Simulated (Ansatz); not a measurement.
# Calculations on C$_{2}$H$_{8}$OSiTe

Part 1: Relaxation

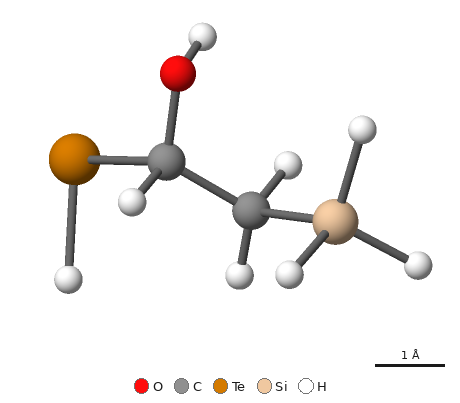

C$_{2}$H$_{8}$OSiTe, before the relaxation. A ball-and-stick model, seen at a tilt.

The run prepares an end point of a later path (hydrogen shift) calculation, from a guessed geometry.

Theory: RKS revPBE/def2-SVP (Ansatz).

Input
```yaml
crystal:
  periodic: [false, false, false]
  atoms:
    - { symbol: O, position_ang: [-0.1529, 0.0912, 1.8993] }
    - { symbol: C, position_ang: [0.5836, -0.2929, 0.8074] }
    - { symbol: Te, position_ang: [1.4068, -2.2212, 1.2201] }
    - { symbol: C, position_ang: [-0.1559, -0.3359, -0.4901] }
    - { symbol: Si, position_ang: [-0.8585, 1.3423, -0.9993] }
    - { symbol: H, position_ang: [-0.8642, -0.5662, 2.0584] }
    - { symbol: H, position_ang: [1.4596, 0.4216, 0.6856] }
    - { symbol: H, position_ang: [2.3999, -2.1421, -0.2423] }
    - { symbol: H, position_ang: [-1.0914, -1.0146, -0.3213] }
    - { symbol: H, position_ang: [0.4098, -0.7271, -1.2878] }
    - { symbol: H, position_ang: [-1.6202, 1.2418, -2.2207] }
    - { symbol: H, position_ang: [0.2978, 2.269, -1.1483] }
    - { symbol: H, position_ang: [-1.7941, 1.8994, 0.054] }
basis:
  gaussian: { orbitals: def2-SVP }
hamiltonian:
  xc: revpbe
relax:
  f_tol: 0.02
  max_steps: 50
output:
  orbitals: {}
```

Command:
```bash
ansatz run input.yaml --threads 2 --pin off --max-ram 3072MiB --backend cpu --events-out ev --progress --plain --runs-dir out
```

Q: Where does the relaxation end?

A: The atom that moves furthest after the best rigid fit is H8 (1.16 Å). Largest moves by element: H 1.16 Å, Te 0.33 Å, O 0.25 Å, C 0.20 Å, Si 0.14 Å. Near-neighbour distances that change, for instance: C2–Te3 2.137 → 2.293 Å, Te3–H8 1.769 → 1.685 Å, Si5–H11 1.443 → 1.507 Å, C4–H10 1.053 → 1.110 Å. Bond angles that change, for instance: C2–C4–H9 106.7° → 111.2°, C2–Te3–H8 90.9° → 94.7°, C2–C4–H10 113.7° → 110.1°. Groups turn about C2–Te3 by about 50°. The energy falls by 54.4 kJ/mol in 13 accepted moves (17 points after the start). Largest force component: 3.4 eV/Å at the start, 0.0076 eV/Å at the end. The line search rejected the trial steps at points 5, 10, 12, 16 of the run. The forces were under the threshold at step 13, but the run went on from there.

History of the run:

```
step  E − E(0), kJ/mol  largest force component, eV/Å      note
   0              0.00                         3.3691          
   1            -41.26                         0.9935          
   2            -48.65                         0.2935          
   3            -50.62                         0.2408          
   4            -51.03                         0.4732          
   5            -50.97                         0.3231  rejected
   6            -52.40                         0.0422          
   7            -52.93                         0.0254          
   8            -53.50                         0.1264          
   9            -53.66                         0.2968          
  10            -48.75                         1.0704  rejected
  11            -54.18                         0.0638          
  12            -53.80                         0.2100  rejected
  13            -54.32                         0.0127          
  14            -54.38                         0.0207          
  15            -54.40                         0.0255          
  16            -54.40                         0.0646  rejected
  17            -54.42                         0.0076
```

The structure at the end:

```xyz
13

O     0.0152    0.2771    1.8795
C     0.7547   -0.1919    0.7849
Te    1.7090   -2.1993    1.3501
C    -0.0269   -0.2762   -0.5280
Si   -0.9833    1.3466   -0.9304
H    -0.7524   -0.3182    1.9967
H     1.6249    0.4857    0.6887
H     1.5059   -2.8840   -0.1759
H    -0.7641   -1.1095   -0.5056
H     0.6640   -0.4940   -1.3697
H    -1.4446    1.2832   -2.3635
H    -0.0863    2.5426   -0.7585
H    -2.1957    1.5032   -0.0534
```

The end point in the same view:

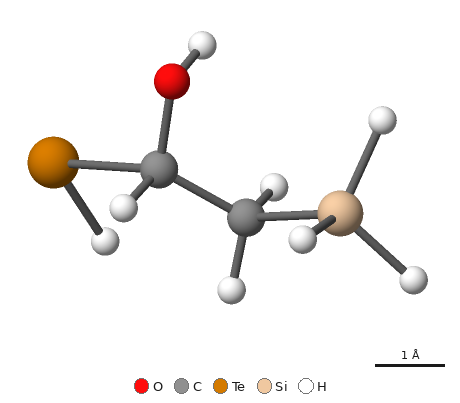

Part 2: Relaxation

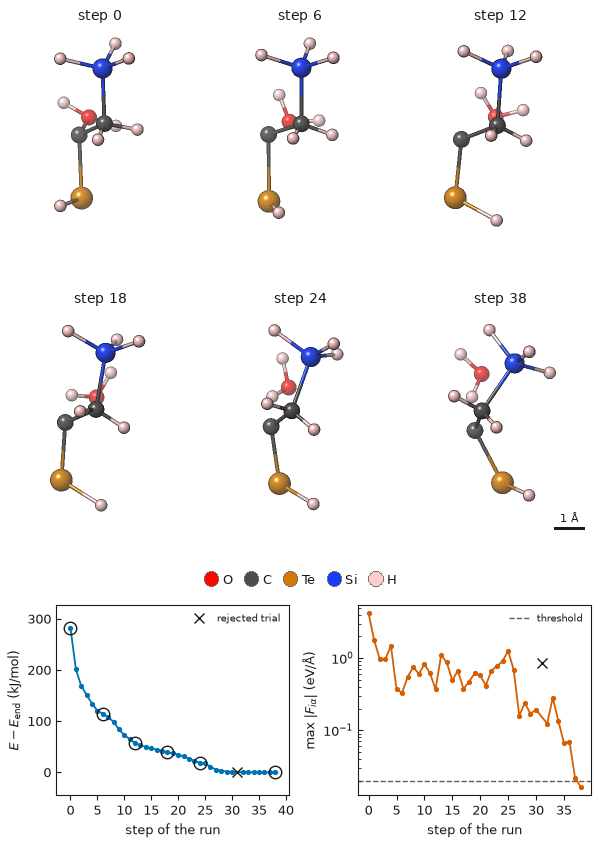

Frames of a relaxation of C₂H₈OSiTe, marked on the history of the run. A ball-and-stick model, seen from a free direction.

The run prepares an end point of a later path (hydrogen shift) calculation, from a guessed geometry.

Level of theory: RKS revPBE/def2-SVP (Ansatz).

Input
```yaml
crystal:
  periodic: [false, false, false]
  atoms:
    - { symbol: O, position_ang: [-0.1529, 0.0912, 1.8993] }
    - { symbol: C, position_ang: [0.5836, -0.2929, 0.8074] }
    - { symbol: Te, position_ang: [1.4068, -2.2212, 1.2201] }
    - { symbol: C, position_ang: [-0.1559, -0.3359, -0.4901] }
    - { symbol: Si, position_ang: [-0.8585, 1.3423, -0.9993] }
    - { symbol: H, position_ang: [-0.8642, -0.5662, 2.0584] }
    - { symbol: H, position_ang: [0.35315, 0.91091, 2.12751] }
    - { symbol: H, position_ang: [2.3999, -2.1421, -0.2423] }
    - { symbol: H, position_ang: [-1.0914, -1.0146, -0.3213] }
    - { symbol: H, position_ang: [0.4098, -0.7271, -1.2878] }
    - { symbol: H, position_ang: [-1.6202, 1.2418, -2.2207] }
    - { symbol: H, position_ang: [0.2978, 2.269, -1.1483] }
    - { symbol: H, position_ang: [-1.7941, 1.8994, 0.054] }
basis:
  gaussian: { orbitals: def2-SVP }
hamiltonian:
  xc: revpbe
relax:
  f_tol: 0.02
  max_steps: 50
```

Launched with:
```bash
ansatz run input.yaml --threads 2 --pin off --max-ram 3072MiB --backend cpu --events-out ev --progress --plain --runs-dir out
```

Question: What happens along the run?

Answer: The energy falls by 282.5 kJ/mol in 37 accepted moves (38 points after the start). The largest force component goes from 4.1 to 0.016 eV/Å. The line search rejected the trial step at point 31 of the run. The largest move after the best rigid fit is that of H6, 2.61 Å. Largest moves by element: H 2.61 Å, O 1.11 Å, C 0.87 Å, Te 0.71 Å, Si 0.65 Å. Some distances before and after: O1–C2 1.372 → 2.850 Å, O1–Te3 2.871 → 4.067 Å, C2–Te3 2.137 → 2.035 Å, C4–Si5 1.889 → 1.963 Å. Bonds break, among them: O1–C2 (1.37 → 2.85 Å). Bond angles that change, for instance: H6–O1–H7 152.6° → 101.5°, C2–Te3–H8 90.9° → 104.9°, C2–C4–H9 106.7° → 120.7°. Groups turn about C2–C4 by about 85°, C2–Te3 by about 60°, C4–Si5 by about 20°. From step 0 to 6: H8 moves most (0.66 Å), energy −167.8 kJ/mol. From step 6 to 12: H8 moves most (0.83 Å), energy −57.7 kJ/mol. From step 12 to 18: H6 moves most (0.81 Å), energy −17.8 kJ/mol. From step 18 to 24: H6 moves most (1.13 Å), energy −20.5 kJ/mol. From step 24 to 38: H6 moves most (0.91 Å), energy −18.6 kJ/mol.

| step | E − E(0), kJ/mol | largest force component, eV/Å | note |
| --- | --- | --- | --- |
| 0 | 0.00 | 4.1461 |  |
| 1 | -81.06 | 1.7499 |  |
| 2 | -113.54 | 0.9699 |  |
| 3 | -131.21 | 0.9633 |  |
| 4 | -148.06 | 1.4739 |  |
| 5 | -161.83 | 0.3721 |  |
| 6 | -167.80 | 0.3294 |  |
| 7 | -174.38 | 0.5477 |  |
| 8 | -183.83 | 0.7519 |  |
| 9 | -198.35 | 0.6019 |  |
| 10 | -209.80 | 0.8228 |  |
| 11 | -217.31 | 0.6169 |  |
| 13 | -229.42 | 1.1034 |  |
| 14 | -232.74 | 0.8728 |  |
| 16 | -237.85 | 0.6689 |  |
| 17 | -240.37 | 0.3740 |  |
| 19 | -245.43 | 0.6112 |  |
| 20 | -248.22 | 0.5768 |  |
| 22 | -255.85 | 0.6678 |  |
| 23 | -259.82 | 0.7733 |  |
| 25 | -264.39 | 1.2498 |  |
| 26 | -271.76 | 0.6878 |  |
| 28 | -279.19 | 0.2383 |  |
| 29 | -280.93 | 0.1697 |  |
| 31 | -280.99 | 0.8456 | rejected |
| 32 | -282.05 | 0.1239 |  |
| 34 | -282.33 | 0.1355 |  |
| 35 | -282.38 | 0.0667 |  |
| 37 | -282.45 | 0.0220 |  |
| 38 | -282.47 | 0.0165 |  |

Part 3: Path

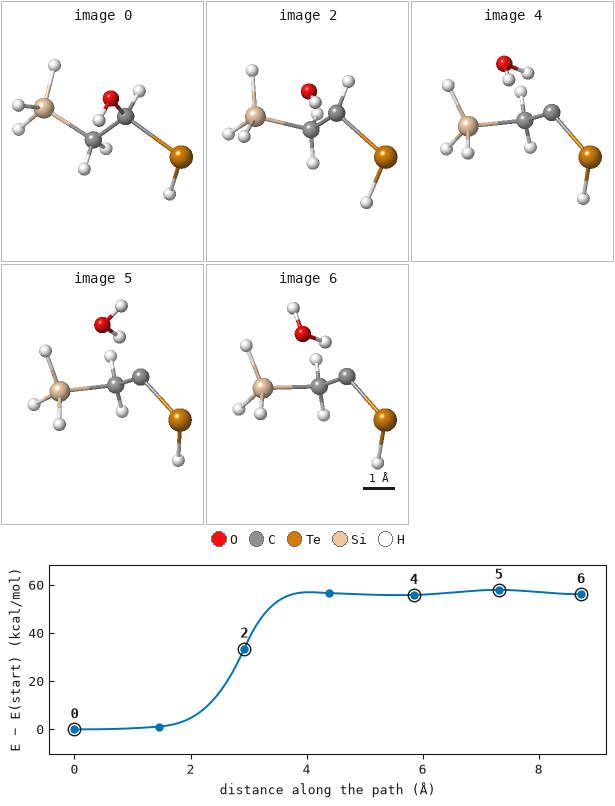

A search for the minimum-energy path of C2H8OSiTe by the nudged elastic band. Images are numbered from 0 (start) to 6 (end). Style: ball-and-stick. Shown from a free direction.

Method: Ansatz 0.2.0, RKS revPBE/def2-SVP. Settings: 5 movable images; climbing image; force threshold 0.03 eV/Å; iteration limit 60; starting path through a guess of the saddle point.

**Read off the barrier and say what moves.**

The highest point, image 5, lies 58.0 kcal/mol above the start and 1.8 kcal/mol above the end; the end is at +56.1 kcal/mol relative to the start. The path has more than one stage, and so few images may leave a stage unresolved. Breaking: C–H (1.11 → 1.93 Å), C–O (1.40 → 2.85 Å). Forming: H–O (2.01 → 1.00 Å). The band converged in 34 iterations. The largest component of the band force went from 450 to 0.025 eV/Å. The climbing image converged on the top of the path. Its vibrational analysis gives one imaginary mode (202i cm⁻¹), as a transition state must have.
